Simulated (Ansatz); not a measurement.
# How fast states decay through KLiC2, part 3 of 3

A new crystal, KLiC2: structure, gap and complex bands. It is built by putting K for part of the Li in the LiC structure of space group Immm, with the volume rescaled by atomic radii. The parent structure comes from the Materials Project.

Ansatz 0.2.0; PBEsol DFT, plane waves, PAW files (the session's first sound run).

So far, gap on the k-mesh (eV): step 3 (the bulk crystal and its band edges, PBEsol) 3.53; step 4 (complex bands, plane (100), PBEsol) 3.53; step 6 (LDA) 3.43.

The structure was built from a prototype and need not be the compound's stable phase.

### 8. A repeat with changed settings

This step: PBEsol DFT, plane waves, PAW files; complex bands by layer matching along the plane's normal; changed: output.transmission.e_range = [-0.5, 0.5], output.transmission.de = 0.02 (Ansatz 0.2.0).

This run repeats an earlier one, its twin (the complex run, plane (100)), with two settings changed (output.transmission.e_range, output.transmission.de; files written aside). It is meant to test what the energy window and step decide. Where the input is shown as a difference, that is against the step before, not the twin.

File input.yaml:

```yaml
crystal:
  lattice:
    - [5.05972728, 0.0, 0.0]
    - [0.0, 6.854046791, 0.0]
    - [2.52986364, 3.427023395, 2.62328296]
  atoms:
    - { symbol: Li, position: [0.5, 0.1674378794, 0.0] }
    - { symbol: K, position: [0.5, 0.7256620204, 0.0] }
    - { symbol: C, position: [0.875687068, 0.0534500501, 0.0] }
    - { symbol: C, position: [0.124312932, 0.0534500501, 0.0] }
kpoints:
  mp_grid: { grid: [8, 8, 8] }
scf:
  occupations: { method: fixed }
hamiltonian:
  xc: pbesol
output:
  eigenvalues: true
  transmission:
    leads: [[0, 0]]
    kpoints: [[0.0, 0.0], [-0.5, 0.0]]
    e_range: [-0.5, 0.5]
    de: 0.02
```

Command:

```bash
$ ansatz run input.yaml --threads 2 --pin off --max-ram 4096MiB --backend cpu --events-out ev --progress --plain --runs-dir out
```

Numbers of over 12 decimals in the logs are rounded to 6 here.

The log of the run:

```text
[...]
Crystal: 4 atoms, lattice volume = 90.974 Å³
Basis set: ecut = 420 eV, 1787 PW (Γ)
Bands: 14, of which v1, the nominal top of the filled ones, is band 10 counted from 1 (9 counted from 0)
Symmetry: 4 space group operations
[...]
k-points: 95 of 512 (time reversal used)
[...]
SCF iter   1: F=—  HF=-2211.119140 eV  |F-HF|=—  |Δ(HF+E_count)|=         —  Δρ=3.41e-3  dr2=1.25e-2  ethr=1.77e-3  ⟨swp⟩=4.9  Hψ=6745  notcnv=0  defer=158
[...]
SCF iter   6: F=-2211.117997 eV  HF=-2211.117997 eV  |F-HF|=3.65e-8  |Δ(HF+E_count)|=   8.75e-7  Δρ=4.48e-6  dr2=1.53e-8  ethr=5.00e-10  ⟨swp⟩=5.7  Hψ=5952  notcnv=0
SCF 1 converged in 6 iterations: F = -2211.117997 eV  dr2 = 1.53e-8
[...]
transmission: 4 of 8 steps passed
transmission: 8 of 8 steps passed
SCF converged after 6 iterations
Free energy (F): -2211.117997 eV
[...]
Internal energy: -2211.117997 eV  (E = F + TS)
E sigma→0 (E₀):  -2211.117997 eV
Fermi energy:    0.333975 eV
[...]
--- Band table (eV; the first three rows and the last of 95) ---
  k-point 0: bands = [... 6 lower, -2.3083, -0.6073, -0.1560, -0.0750, 4.7419, 5.4125, 5.6140, 7.9023]
  k-point 1: bands = [... 6 lower, -2.3325, -0.7059, -0.1286, -0.0393, 4.8547, 5.2038, 6.1117, 6.9917]
  k-point 2: bands = [... 6 lower, -2.3718, -0.6938, -0.2425, -0.0011, 4.9161, 5.4645, 6.3839, 6.4878]
  k-point 94: bands = [... 6 lower, -2.5642, -0.3795, -0.2958, 0.3318, 4.0395, 4.7724, 7.5124, 7.9435]
--- Transmission ---
  basis      : 311 plane waves across, 4 finite elements along
  points     : 2, as listed
[...]
crystal 0  : C2Li1K1, at the sites [0, 0], period 2.6233 Å: whole cells are its period
[...]
channels       : 0.000000e0 a spin
[...]
slowest decay  : 0.5461 /Å at (0.0000, 0.0000)
```

Elapsed: 43 s, on 2 threads of Arm Neoverse V2, shared host; peak memory 0.77 GiB.

This step gave:

```
free energy                         : -2211.1180 eV
Fermi energy                        : 0.3340 eV
gap on the k-mesh                   : 3.533 eV
level to which the leads are filled : 1.766 eV from the Fermi level
```

K parallel (0, 0); values up to 1.5 1/Å, a degenerate pair printed once or twice; energies at which all values exceed this have no row. The Im kz of the slowest decaying states by energy, zero at the highest filled level on the SCF mesh:

```tsv
energy (eV)	decay 1 (Å⁻¹)	decay 2 (Å⁻¹)	decay 3 (Å⁻¹)	decay 4 (Å⁻¹)
-0.500	0.146	0.194	0.638	0.990
-0.400	0.119	0.244	0.537	0.986
-0.300	0.181	0.244	0.413	0.981
-0.200	0.334	0.409	0.432	0.976
-0.100	0.395	0.432	0.521	0.970
0.000	0.442	0.456	0.576	0.965
0.100	0.478	0.483	0.614	0.959
0.200	0.498	0.519	0.643	0.953
0.300	0.516	0.551	0.666	0.946
0.400	0.532	0.582	0.684	0.940
0.500	0.546	0.610	0.698	0.924
```

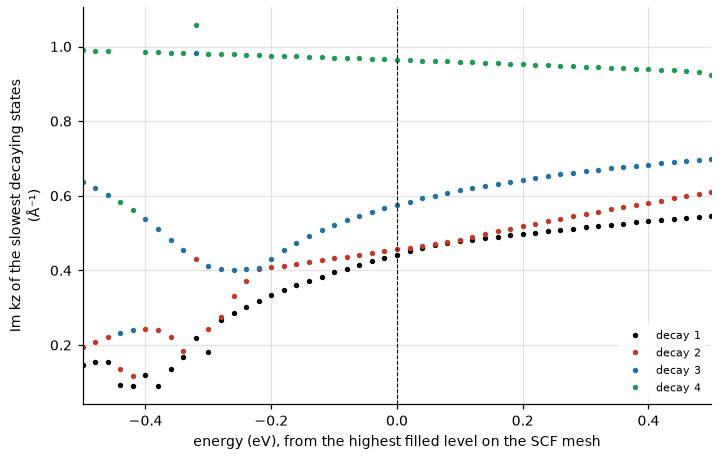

Im kz of the slowest decaying states, plotted against energy.

K parallel (-0.5, 0); values up to 1.5 1/Å, a degenerate pair printed once or twice; energies at which all values exceed this have no row. Im kz of the slowest decaying states against energy, zero at the highest filled level on the SCF mesh:

```tsv
energy (eV)	decay 1 (Å⁻¹)	decay 2 (Å⁻¹)	decay 3 (Å⁻¹)	decay 4 (Å⁻¹)
-0.500	0.458	0.878	1.10	1.17
-0.400	0.128	0.523	0.854	1.09
-0.300	0.262	0.582	0.821	1.09
-0.200	0.305	0.673	0.748	1.04
-0.100	0.262	0.719	0.967	1.08
0.000	0.0546	0.761	0.825	1.07
0.100	0.460	0.657	0.862	1.07
0.200	0.534	0.613	0.914	1.07
0.300	0.569	0.604	0.934	1.07
0.400	0.592	0.605	0.939	1.08
0.500	0.608	0.609	0.938	1.09
```

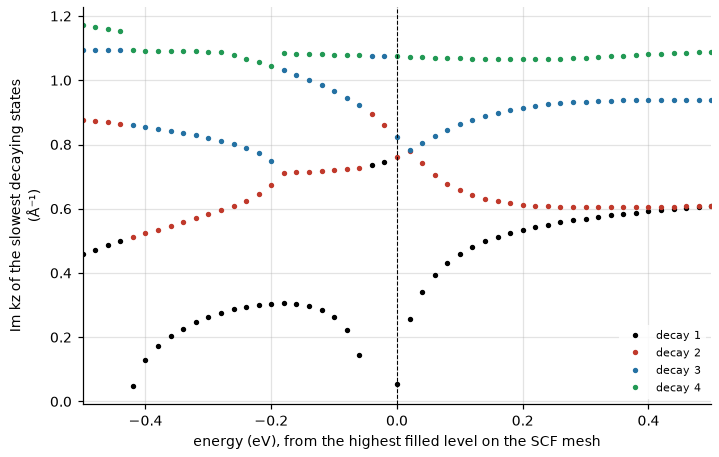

Im kz of the slowest decaying states against energy.

### 9. Summary of results

| Property | Result |
| --- | --- |
| band gap | 3.53 eV |
| least decay constant at mid-gap, normal to (100) | 0.638 Å⁻¹ |
| least decay constant on a mesh, normal to (100) | 0.589 Å⁻¹ |
| least decay constant, LDA | 0.634 Å⁻¹ |

With PBEsol, the slowest decay at the wavevectors tried is κ = 0.638 Å⁻¹, normal to (100). Through such a film the transmission near mid-gap falls as exp(−2κd), a factor of ten every 1.8 Å. A free electron under a barrier of half the gap would need a mass of 0.88 mₑ to decay at this rate. The mesh normal to (100) finds a slower decay than the listed points did, 0.589 Å⁻¹. With LDA the gap goes from 3.53 to 3.43 eV and the decay constant, over the first 2 listed wavevectors, from 0.638 to 0.634 Å⁻¹. The compound is made up by substitution; its stability against other phases and against distortions of the cell's symmetry was not tested. A semilocal functional narrows gaps, so real decay constants are likely larger.

[Logs are printed without paths, hosts, clocks, repeated set-up lines and the standing remarks that a program may print on its own settings, such as how far it seeks lower states.]

[Hosts, paths, dates, database ids (printed as entryN), source tags and the programs' standing remarks are cut or masked in the printed files.]

[New means built here by substitution; the compound itself may be known and measured.]
